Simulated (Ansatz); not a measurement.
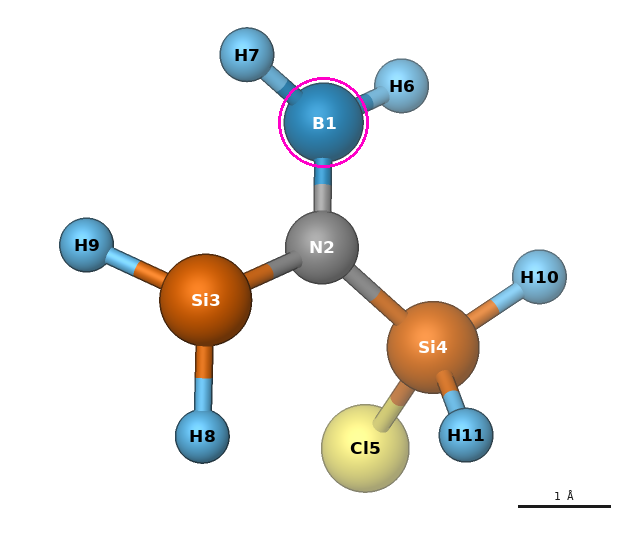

Orthographic view. Depth is shown by fading: the farther an atom, the more it takes the colour of the background. The species is neutral and a spin doublet. The geometry was computed by an optimisation with PBE0-D4/def2-TZVP.

Name the neighbours of the circled atom.

The circled atom is B1; it is bonded to N2, H6, H7.

What is the shortest path along bonds from the circled atom to Cl5?

B1–N2–Si4–Cl5, 3 bonds; through space the two are 4.01 Å apart.

Which two atoms are farthest apart in space?

H9 and H10, 5.26 Å.

Of B1 and H6, which is nearer the viewer?

B1; the bond to H6 points away from the viewer, so it looks shorter than its 1.20 Å.
